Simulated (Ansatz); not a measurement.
# SrLiH3 (model cell, started as cubic perovskite with Sr in the octahedra): from the cell to its phonons

Task: relax SrLiH3 (model cell, started as cubic perovskite with Sr in the octahedra), then find its harmonic phonons.

Program: Ansatz 0.2.0. Level of theory: DFT PBEsol, scalar-relativistic, plane waves, PAW; PAW set soft_1. Results are calculated unless marked as measured.

The structure was built from a prototype and need not be the compound's stable phase.

## Step 1: The starting structure

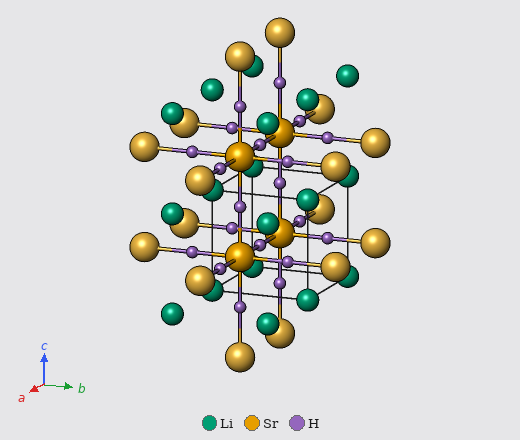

The cell as given, slightly off an axis (lithium teal, strontium orange, hydrogen purple). 2×1×2 cells are drawn. Some periodic images of atoms are drawn too.

## Step 2: Bringing the structure to rest

The cell and atoms are relaxed, since residual forces and stress would shift the frequencies.

File input.yaml:

```yaml
crystal:
  lattice:
    - [4.9588, 0.0, 0.0]
    - [0.0, 4.9588, 0.0]
    - [0.0, 0.0, 4.9588]
  atoms:
    - { symbol: Li, position: [0.0, 0.0, 0.0] }
    - { symbol: Sr, position: [0.5, 0.5, 0.5] }
    - { symbol: H, position: [0.5, 0.5, 0.0] }
    - { symbol: H, position: [0.5, 0.0, 0.5] }
    - { symbol: H, position: [0.0, 0.5, 0.5] }
kpoints:
  mp_grid: { grid: [6, 6, 6] }
hamiltonian:
  xc: pbesol
  pseudopotentials: { kind: paw, azcp: { folder: soft_1 }, xc_functional: pbe }
scf:
  occupations: { method: gaussian, width: 0.02 }
output:
  forces: true
  stress: true
  eigenvalues: true
  write_density: true
  write_potential: true
  elf: true
  volumetric_format: npy
relax:
  adjacent_minimum: "off"
  f_tol: 0.005
  max_steps: 80
  cell: { stress_tol: 0.05 }
```

Run with:

```sh
$ ansatz run input.yaml --threads 8 --pin off --max-ram 16384MiB --backend cpu --events-out ev --progress --plain --runs-dir out
```

Numbers of over 12 decimals in the logs are rounded to 6 here.

The log of the run:

```text
Engine: ansatz 0.2.0, x86_64-unknown-linux-gnu
Pseudopotentials: kind: paw
Pseudopotential: Li, paw, valence charge 3, recommended cutoff 420 eV (normal), soft_1/Li.paw.azcp
Pseudopotential: Sr, paw, valence charge 10, recommended cutoff 420 eV (normal), soft_1/Sr.paw.azcp
Pseudopotential: H, paw, valence charge 1, recommended cutoff 420 eV (normal), soft_1/H.paw.azcp
Functional definition: PBEsol
  exchange = pbesol_x
  correlation = pbesol_c
Crystal: 5 atoms, lattice volume = 121.935 Å³
Basis set: ecut = 420 eV, 2373 PW (Γ), exchange–correlation on 72×72×72 points (8 copies of the dense FFT grid, shifted against one another)
Bands: 13, of which v1, the nominal top of the filled ones, is band 8 counted from 1 (7 counted from 0)
Symmetry: 48 space group operations
Space group: Pm-3m (ITA 221), of the structure as read, at distance tolerance 5.0e-5 Å
k-points: 20 of 216
Non-local potential: Li, projectors of the file, l = 0: 3, l = 1: 2, l = 2: 1
Non-local potential: Sr, projectors of the file, l = 0: 3, l = 1: 2, l = 2: 2
Non-local potential: H, projectors of the file, l = 0: 2, l = 1: 1
PAW form: soft (Blöchl's): semilocal exchange-correlation on the pseudo side does not see the compensation charge
PAW frozen core: Sr, regenerated for the run's functional, and the local potential with it (the file was generated under x = pbe(κ = 0.804, μ = 0.219515), c = pbe(β = 0.066725))
PAW one-centre angular grid: Li, 110 points (default); XC on 64 Gauss nodes
PAW one-centre angular grid: Sr, 110 points (default); XC on 64 Gauss nodes
PAW one-centre angular grid: H, 110 points (default); XC on 64 Gauss nodes
Initial density: superposition of atomic densities (chi_scale 0.1, normalization cell, long waves kept (reshape's long-wave potential 0.00 eV rms))
Initial wavefunctions: pseudopotential atomic-orbital guess
Functional: x = pbesol(κ = 0.804, μ = 0.123457), c = pbesol(β = 0.046)
SCF iter   1: F=—  HF=-3743.346932 eV  |F-HF|=—  |Δ(HF+E_count)|=         —  Δρ=4.26e-2  dr2=3.76e0  ethr=3.10e-3  ⟨swp⟩=9.2  Hψ=2104  notcnv=0
preconditioner: auto → Resta (q_TF=auto, 1.945 Å⁻¹)  ε∞=2.7  [insulator: Δε(μ)=3.355 eV  Ē_g=6.253 eV  σ=0.020 eV  W_gap=1.00  n_scr=18 (ndim 8)  ℏωp=8.2 eV  f_vac=0.000  D(μ)=0.00/eV (n_scr^D=0)  ε∞_Penn≈2.7]
SCF iter   2: F=—  HF=-3742.261043 eV  |F-HF|=—  |Δ(HF+E_count)|=    1.09e0  Δρ=1.61e-2  dr2=8.20e-1  ethr=3.10e-3  ⟨swp⟩=2.6  Hψ=590  notcnv=0  defer=16
SCF iter   3: F=—  HF=-3742.021510 eV  |F-HF|=—  |Δ(HF+E_count)|=   2.40e-1  Δρ=4.15e-3  dr2=3.29e-2  ethr=3.10e-3  ⟨swp⟩=2.9  Hψ=431  notcnv=0  defer=16
SCF iter   4: F=—  HF=-3742.019923 eV  |F-HF|=—  |Δ(HF+E_count)|=   1.59e-3  Δρ=6.01e-4  dr2=1.40e-3  ethr=2.05e-4  ⟨swp⟩=2.8  Hψ=436  notcnv=0  defer=20
SCF iter   5: F=—  HF=-3742.019886 eV  |F-HF|=—  |Δ(HF+E_count)|=   3.75e-5  Δρ=1.81e-4  dr2=7.76e-5  ethr=8.76e-6  ⟨swp⟩=2.1  Hψ=381  notcnv=0  defer=20
SCF iter   6: F=—  HF=-3742.019885 eV  |F-HF|=—  |Δ(HF+E_count)|=   4.47e-7  Δρ=2.66e-5  dr2=1.31e-6  ethr=4.85e-7  ⟨swp⟩=2.1  Hψ=331  notcnv=0  defer=19
SCF iter   7: F=-3742.019886 eV  HF=-3742.019886 eV  |F-HF|=9.02e-9  |Δ(HF+E_count)|=   7.50e-7  Δρ=4.90e-6  dr2=1.68e-8  ethr=6.25e-10  ⟨swp⟩=17.3  Hψ=2373  notcnv=0
SCF 1 converged in 7 iterations: F = -3742.019886 eV  dr2 = 1.68e-8
  greatest PAW one-centre occupation: 0.999 electrons in one spin orbital (limit 2), on the Li atom at site 0 (counted from 0), in its partial waves of l = 0
relax step   1: F+E_penalty+E_count = -3742.01988582 eV  Δ(F+E_penalty+E_count) = +0.000e0 eV  max|allowed force component| = 1.643e-30 eV/Å  Δτ_max = 0.0000 Å  P = -3.385 GPa  Ω = 121.935 Å³  (7 SCF iters, dr2 threshold 1.00e-7 eV, accepted)
Crystal: 5 atoms, lattice volume = 104.958 Å³
Basis set: ecut = 420 eV, 2103 PW (Γ), exchange–correlation on 72×72×72 points (8 copies of the dense FFT grid, shifted against one another)
Initial density: handed on by an earlier stage of this run
Initial wavefunctions: those handed on with the density
iter 1 solved again at ethr=4.35e-4 eV; its pass at ethr=3.10e-3 eV (dr2=6.96e-2 eV) is discarded
SCF iter   1: F=—  HF=-3742.316792 eV  |F-HF|=—  |Δ(HF+E_count)|=         —  Δρ=6.49e-3  dr2=6.98e-2  ethr=4.35e-4  ⟨swp⟩=1.0  Hψ=2217  notcnv=0
preconditioner: auto → Resta (q_TF=auto, 1.994 Å⁻¹)  ε∞=3.4  [insulator: Δε(μ)=1.947 eV  Ē_g=5.735 eV  σ=0.020 eV  W_gap=1.00  n_scr=18 (ndim 8)  ℏωp=8.9 eV  f_vac=0.000  D(μ)=0.00/eV (n_scr^D=0)  ε∞_Penn≈3.4]
SCF iter   2: F=—  HF=-3742.300696 eV  |F-HF|=—  |Δ(HF+E_count)|=   1.61e-2  Δρ=2.65e-3  dr2=1.67e-2  ethr=4.35e-4  ⟨swp⟩=1.7  Hψ=296  notcnv=0
SCF iter   3: F=—  HF=-3742.296657 eV  |F-HF|=—  |Δ(HF+E_count)|=   4.04e-3  Δρ=5.32e-4  dr2=6.17e-4  ethr=1.04e-4  ⟨swp⟩=2.3  Hψ=418  notcnv=0
SCF iter   4: F=—  HF=-3742.296626 eV  |F-HF|=—  |Δ(HF+E_count)|=   3.09e-5  Δρ=7.55e-5  dr2=1.19e-5  ethr=3.85e-6  ⟨swp⟩=2.0  Hψ=398  notcnv=0
SCF iter   5: F=—  HF=-3742.296630 eV  |F-HF|=—  |Δ(HF+E_count)|=   3.85e-6  Δρ=2.27e-5  dr2=7.43e-7  ethr=7.42e-8  ⟨swp⟩=2.7  Hψ=384  notcnv=0
SCF iter   6: F=-3742.296630 eV  HF=-3742.296630 eV  |F-HF|=3.07e-9  |Δ(HF+E_count)|=   5.24e-7  Δρ=5.21e-6  dr2=2.36e-8  ethr=3.12e-9  ⟨swp⟩=12.1  Hψ=2105  notcnv=0
SCF 2 converged in 6 iterations: F = -3742.296630 eV  dr2 = 2.36e-8
relax step   2: F+E_penalty+E_count = -3742.29663047 eV  Δ(F+E_penalty+E_count) = -2.767e-1 eV  max|allowed force component| = 5.616e-30 eV/Å  Δτ_max = 0.0000 Å  P = -1.531 GPa  Ω = 104.958 Å³  energy of the carried Pulay correction = +3.441e-3 eV  (6 SCF iters, dr2 threshold 5.00e-7 eV, accepted)
Crystal: 5 atoms, lattice volume = 94.168 Å³
Basis set: ecut = 420 eV, 1839 PW (Γ), exchange–correlation on 72×72×72 points (8 copies of the dense FFT grid, shifted against one another)
iter 1 solved again at ethr=2.50e-4 eV; its pass at ethr=3.10e-3 eV (dr2=4.00e-2 eV) is discarded
SCF iter   1: F=—  HF=-3742.345576 eV  |F-HF|=—  |Δ(HF+E_count)|=         —  Δρ=5.35e-3  dr2=4.00e-2  ethr=2.50e-4  ⟨swp⟩=1.1  Hψ=2144  notcnv=0
preconditioner: auto → Resta (q_TF=auto, 2.030 Å⁻¹)  ε∞=3.5  [insulator: Δε(μ)=1.735 eV  Ē_g=5.964 eV  σ=0.020 eV  W_gap=1.00  n_scr=18 (ndim 8)  ℏωp=9.4 eV  f_vac=0.000  D(μ)=0.00/eV (n_scr^D=0)  ε∞_Penn≈3.5]
SCF iter   2: F=—  HF=-3742.336169 eV  |F-HF|=—  |Δ(HF+E_count)|=   9.41e-3  Δρ=2.19e-3  dr2=9.34e-3  ethr=2.50e-4  ⟨swp⟩=1.9  Hψ=306  notcnv=0
SCF iter   3: F=—  HF=-3742.333796 eV  |F-HF|=—  |Δ(HF+E_count)|=   2.37e-3  Δρ=4.16e-4  dr2=2.95e-4  ethr=5.84e-5  ⟨swp⟩=2.0  Hψ=412  notcnv=0
SCF iter   4: F=—  HF=-3742.333770 eV  |F-HF|=—  |Δ(HF+E_count)|=   2.59e-5  Δρ=5.93e-5  dr2=5.62e-6  ethr=1.84e-6  ⟨swp⟩=2.0  Hψ=328  notcnv=0
SCF iter   5: F=-3742.333773 eV  HF=-3742.333773 eV  |F-HF|=1.51e-7  |Δ(HF+E_count)|=   2.46e-6  Δρ=1.80e-5  dr2=3.33e-7  ethr=3.12e-9  ⟨swp⟩=13.9  Hψ=2338  notcnv=0
SCF 3 converged in 5 iterations: F = -3742.333773 eV  dr2 = 3.33e-7
relax step   3: F+E_penalty+E_count = -3742.33377308 eV  Δ(F+E_penalty+E_count) = -3.714e-2 eV  max|allowed force component| = 3.316e-30 eV/Å  Δτ_max = 0.0000 Å  P = +0.689 GPa  Ω = 94.168 Å³  energy of the carried Pulay correction = +5.910e-3 eV  (5 SCF iters, dr2 threshold 5.00e-7 eV, accepted)
[...]
relax step   4: F+E_penalty+E_count = -3742.33893493 eV  Δ(F+E_penalty+E_count) = -5.162e-3 eV  max|allowed force component| = 1.341e-29 eV/Å  Δτ_max = 0.0000 Å  P = -0.039 GPa  Ω = 97.139 Å³  energy of the carried Pulay correction = +5.205e-3 eV  (5 SCF iters, dr2 threshold 5.00e-7 eV, accepted)
[...]
relax step   5: F+E_penalty+E_count = -3742.33605288 eV  Δ(F+E_penalty+E_count) = +2.882e-3 eV  max|allowed force component| = 1.335e-29 eV/Å  Δτ_max = 0.0000 Å  P = -0.069 GPa  Ω = 97.139 Å³  stress off target by 6.86e-2 GPa  SCF on the basis re-selected at this cell (its energy is not comparable with the rows above)  (5 SCF iters)
[...]
relax step   6: F+E_penalty+E_count = -3742.33618927 eV  Δ(F+E_penalty+E_count) = -1.364e-4 eV  max|allowed force component| = 6.416e-30 eV/Å  Δτ_max = 0.0000 Å  P = -0.002 GPa  Ω = 96.851 Å³  energy of the carried Pulay correction = +7.260e-5 eV  (4 SCF iters, dr2 threshold 1.17e-8 eV, accepted)
iter 1 solved again at ethr=4.16e-7 eV; its pass at ethr=3.10e-3 eV (dr2=6.66e-5 eV) is discarded
SCF iter   1: F=—  HF=-3742.336145 eV  |F-HF|=—  |Δ(HF+E_count)|=         —  Δρ=4.63e-6  dr2=5.80e-9  ethr=4.16e-7  ⟨swp⟩=3.5  Hψ=2821  notcnv=0
eigensolver tolerance schedule: the retry pair's looser diagonalisation over-reported the residual by 11480.59 of it (diagonalisation noise at an unbounded share of the residual, at the tolerance the schedule requests for it); recorded, not acted on — ethr = c·dr2/N_el stays at c = 1.0e-1
preconditioner: auto → Resta (q_TF=auto, 2.021 Å⁻¹)  ε∞=3.5  [insulator: Δε(μ)=1.663 eV  Ē_g=5.819 eV  σ=0.020 eV  W_gap=1.00  n_scr=18 (ndim 8)  ℏωp=9.2 eV  f_vac=0.000  D(μ)=0.00/eV (n_scr^D=0)  ε∞_Penn≈3.5]
SCF iter   2: F=—  HF=-3742.336116 eV  |F-HF|=—  |Δ(HF+E_count)|=   2.83e-5  Δρ=2.77e-6  dr2=3.25e-9  ethr=3.63e-11  ⟨swp⟩=4.2  Hψ=646  notcnv=0
SCF iter   3: F=—  HF=-3742.336116 eV  |F-HF|=—  |Δ(HF+E_count)|=   5.26e-9  Δρ=5.59e-7  dr2=3.20e-10  ethr=2.03e-11  ⟨swp⟩=2.0  Hψ=320  notcnv=0
SCF iter   4: F=-3742.336116 eV  HF=-3742.336116 eV  |F-HF|=2.27e-11  |Δ(HF+E_count)|=  6.00e-11  Δρ=2.50e-7  dr2=3.96e-11  ethr=1.00e-12  ⟨swp⟩=5.4  Hψ=1337  notcnv=0
SCF 7 converged in 4 iterations: F = -3742.336116 eV  dr2 = 3.96e-11
relax step   7: F+E_penalty+E_count = -3742.33611629 eV  Δ(F+E_penalty+E_count) = +7.297e-5 eV  max|allowed force component| = 9.857e-30 eV/Å  Δτ_max = 0.0000 Å  P = -0.003 GPa  Ω = 96.851 Å³  stress off target by 2.69e-3 GPa  SCF on the basis re-selected at this cell (its energy is not comparable with the rows above)  (4 SCF iters)
basis re-selected at this cell: Δ(F+E_penalty+E_count) = +7.297e-5 eV, ΔP = -0.000 GPa vs the last step (what re-selecting the basis moved, of the pressure what is left beyond the Pulay correction that the steps carried, after the strain that the cell walked since its last selection, with what the two solves' SCF thresholds leave and, on support functions, any second-order correction that the steps lacked; it is no m [...]
SCF converged after 4 iterations
Free energy (F): -3742.336116 eV
Harris-Foulkes:  -3742.336116 eV  (|F-HF|=2.27e-11)
Internal energy: -3742.336116 eV  (E = F + TS)
E sigma→0 (E₀):  -3742.336116 eV
Fermi energy:    1.569610 eV
--- Per-component energies (eV) ---
  E_band       = -243.461776
  E_kinetic    = 286.947678
  E_local      = -1053.220005  (includes V_loc(G=0)·N_el)
  E_nonlocal   = 216.412732
  E_hartree    = 283.490199
  E_xc         = -207.372468
  E_vxc        = -199.048712  (∫ρ·V_xc dr)
  E_paw        = -2664.141170  (= ΣΔE_a)
  E_vpaw       = -61.531430  (= ΣTr[D̂ρ^β])
  E_aug_tail   = -0.002412  (compensation charges beyond the density's cutoff)
  E_ewald      = -604.585018
  E_core_change = 0.134348  (= ΣΔE_core)
  E_smearing   = -0.000000  (= −TS)
  E_closure    = -0.000000  (closes the sum)
  Σ components = -3742.336116   (vs F -3742.336116, Δ=0.00e0)
--- Forces (eV/Å), atoms counted from 1 ---
  atom   1  Li    -0.00000000     0.00000000     0.00000000
  atom   2  Sr    -0.00000000    -0.00000000     0.00000000
  atom   3  H     -0.00000000     0.00000000     0.00000000
  atom   4  H      0.00000000    -0.00000000    -0.00000000
  atom   5  H     -0.00000000    -0.00000000     0.00000000
  max |Σ_I F_I| component: 1.48e-29 eV/Å
--- Stress (GPa, compression-positive) ---
       -0.002689      -0.000000       0.000000
       -0.000000      -0.002689       0.000000
        0.000000       0.000000      -0.002689
  P = ⅓ Tr σ = -0.0027 GPa (-0.027 kbar)
--- Band table (eV; the first three rows and the last of 20) ---
  k-point 0: bands = [... 4 lower, -14.1249, -2.5123, -0.2673, -0.2673, 5.8806, 5.8806, 5.8806, 6.0263, ... 1 higher]
  k-point 1: bands = [... 4 lower, -14.1235, -2.3263, -0.2323, -0.1994, 4.9848, 5.7059, 5.7059, 6.7708, ... 1 higher]
  k-point 2: bands = [... 4 lower, -14.1207, -1.9012, -0.1598, -0.1398, 4.5490, 5.4082, 5.4082, 6.9952, ... 1 higher]
  k-point 19: bands = [... 4 lower, -14.2345, 0.7381, 0.7381, 0.7381, 3.0032, 3.0032, 3.0032, 5.1840, ... 1 higher]
--- Relaxed structure (5 steps of the walk, 5 accepted, 2 SCFs on fresh bases) ---
  F+E_penalty+E_count = -3742.33611629 eV   max|allowed force component| = 9.857e-30 eV/Å   (the final SCF, on the basis selected at the relaxed cell)
  cell:  # Å, volume = 96.8513 Å³
    - [4.592352, 0, 0]
    - [0, 4.592352, 0]
    - [0, 0, 4.592352]
  atoms:
    - { symbol: Li, position: [0, 0, 0] }
    - { symbol: Sr, position: [0.500000, 0.500000, 0.500000] }
    - { symbol: H, position: [0.500000, 0.500000, 0] }
    - { symbol: H, position: [0.500000, 0, 0.500000] }
    - { symbol: H, position: [0, 0.500000, 0.500000] }
```

The job ended after 3.1 s (8 threads of Intel Xeon at 2.60GHz (Ice Lake), shared host; peak memory 0.51 GiB; 17 s of CPU time).

The steps of the relaxation:

| step | energy less that of the first step (eV) | largest force component (eV/Å) | pressure (GPa) | volume (Å³) |
| --- | --- | --- | --- | --- |
| 1 | 0.0000 | 0.0000 | -3.38 | 121.94 |
| 2 | -0.2767 | 0.0000 | -1.53 | 104.96 |
| 3 | -0.3139 | 0.0000 | 0.69 | 94.17 |
| 4 | -0.3190 | 0.0000 | -0.04 | 97.14 |
| 5* | -0.3162 | 0.0000 | -0.07 | 97.14 |
| 6 | -0.3163 | 0.0000 | 0.00 | 96.85 |
| 7* | -0.3162 | 0.0000 | 0.00 | 96.85 |

Relaxation steps marked * repeat the geometry before them on a plane-wave basis chosen anew for their cell, so energy and pressure can jump there.

Forces are held to the 48 operations that the run works with; a distortion that breaks them can't arise in this run.

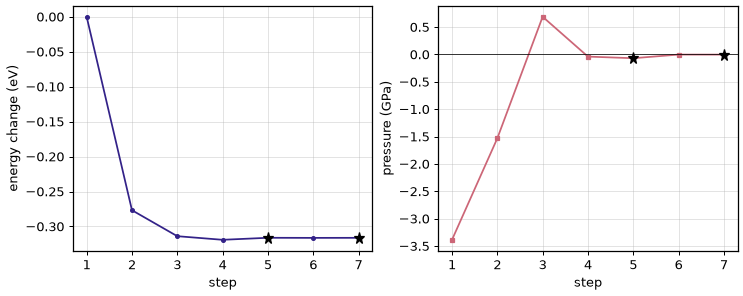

Energy and pressure along the relaxation. Stars mark steps on a basis chosen anew.

```csv
"conventional cell, symmetrised",before,after,change
a (Å),4.959,4.592,-7.4 %
b (Å),4.959,4.592,-7.4 %
c (Å),4.959,4.592,-7.4 %
volume (Å³/atom),24.39,19.37,-20.6 %
```

Final coordinates:

```cif
data_structure
_symmetry_space_group_name_H-M 'P 1'
_symmetry_Int_Tables_number 1
_cell_length_a 4.5924
_cell_length_b 4.5924
_cell_length_c 4.5924
_cell_angle_alpha 90.000
_cell_angle_beta 90.000
_cell_angle_gamma 90.000
_cell_volume 96.85
loop_
_atom_site_label
_atom_site_type_symbol
_atom_site_fract_x
_atom_site_fract_y
_atom_site_fract_z
_atom_site_occupancy
Li1 Li 0.00000 0.00000 0.00000 1
Sr2 Sr 0.50000 0.50000 0.50000 1
H3 H 0.50000 0.50000 0.00000 1
H4 H 0.50000 0.00000 0.50000 1
H5 H 0.00000 0.50000 0.50000 1
```

This step gave:

| Property | Result |
| --- | --- |
| pressure | -0.002689 GPa |
| gap on the k-mesh | 1.663 eV |
| volume per atom | 19.37 Å³ |
| direct gap on mesh | 2.117 eV |

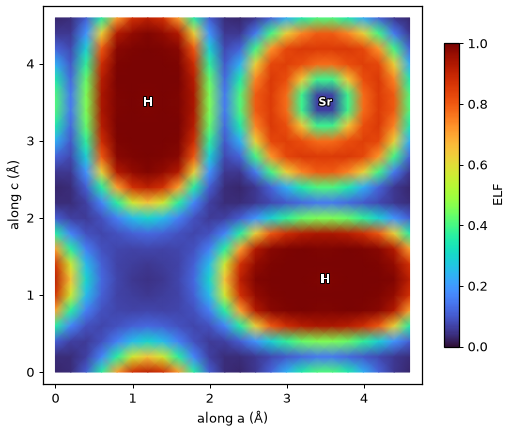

ELF in the ac plane at fractional y = 0.500, with atoms of Sr and H within 0.2 Å of it. It is the smooth field of the valence electrons, not physical close to the nuclei. The map starts off the cell's origin, so that atoms lie inside it.

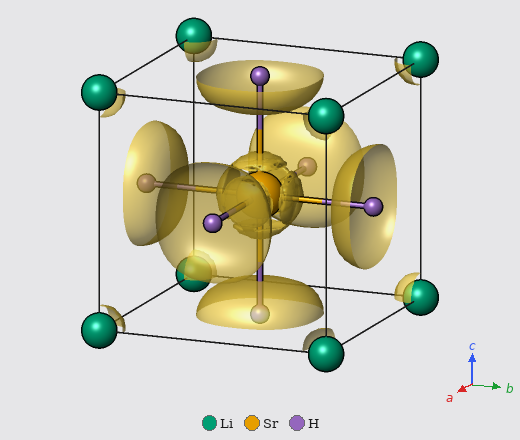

Surface of ELF = 0.85.

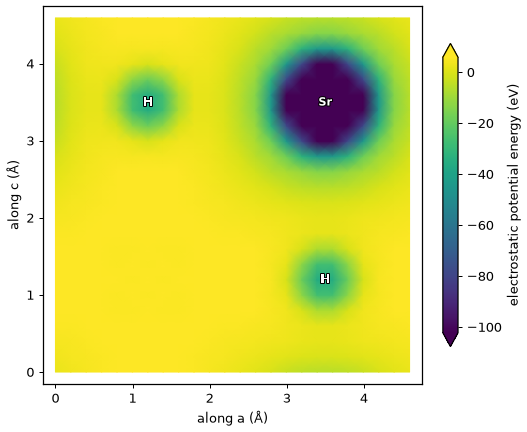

Electrostatic potential energy in the ac plane at fractional y = 0.500, with atoms of Sr and H within 0.2 Å of it. With pseudopotentials it is smooth inside the atoms' cores, unlike the true potential. The map starts off the cell's origin, so that atoms lie inside it.

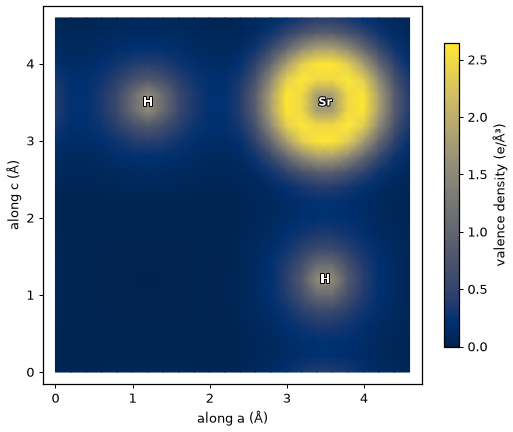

Valence density in the ac plane at fractional y = 0.500, with atoms of Sr and H within 0.2 Å of it. It is the smooth field of the valence electrons, not physical close to the nuclei. The map starts off the cell's origin, so that atoms lie inside it.

In this step the volume went from 24.39 to 19.37 Å³/atom.

## Step 3: Bringing the structure to rest

The relaxation is repeated from its end on the same settings, as a check that it has come to rest.

Changes to input.yaml since step 2:

```diff
@@ -2,5 +2,5 @@
   lattice:
-    - [4.9588, 0.0, 0.0]
-    - [0.0, 4.9588, 0.0]
-    - [0.0, 0.0, 4.9588]
+    - [4.5923518809, 0.0, 0.0]
+    - [0.0, 4.5923518809, 0.0]
+    - [0.0, 0.0, 4.5923518809]
   atoms:
```

The log of the run:

```text
[...]
Crystal: 5 atoms, lattice volume = 96.851 Å³
Basis set: ecut = 420 eV, 1863 PW (Γ), exchange–correlation on 64×64×64 points (8 copies of the dense FFT grid, shifted against one another)
Bands: 13, of which v1, the nominal top of the filled ones, is band 8 counted from 1 (7 counted from 0)
Symmetry: 48 space group operations
[...]
k-points: 20 of 216
[...]
cell:  # Å, volume = 96.8513 Å³
    - [4.5923518809, 0.0, 0.0]
    - [0.0, 4.5923518809, 0.0]
    - [0.0, 0.0, 4.5923518809]
  atoms:
    - { symbol: Li, position: [0.0, 0.0, 0.0] }
    - { symbol: Sr, position: [0.500000, 0.500000, 0.500000] }
    - { symbol: H, position: [0.500000, 0.500000, 0.0] }
    - { symbol: H, position: [0.500000, 0.0, 0.500000] }
    - { symbol: H, position: [0.0, 0.500000, 0.500000] }
[key lines of the parts left out:]
SCF converged after 5 iterations
Free energy (F): -3742.336116 eV
Fermi energy:    1.569611 eV
P = ⅓ Tr σ = -0.0027 GPa (-0.027 kbar)
```

It took 0.96 s on 8 threads; peak memory 0.46 GiB.

Little changed from the start: no atom moved by 0.005 Å and no cell edge by 0.1 %.

Numbers from this step:

```
pressure : -0.002688 GPa
```

In this step the volume went from 19.37 to 19.37 Å³/atom.

(Continued in part 2 of 3.)

[Logs are printed without paths, hosts, clocks, repeated set-up lines and the standing remarks that a program may print on its own settings, such as how far it seeks lower states.]

[Hosts, paths, dates, database ids (printed as entryN), source tags and the programs' standing remarks are cut or masked in the printed files.]
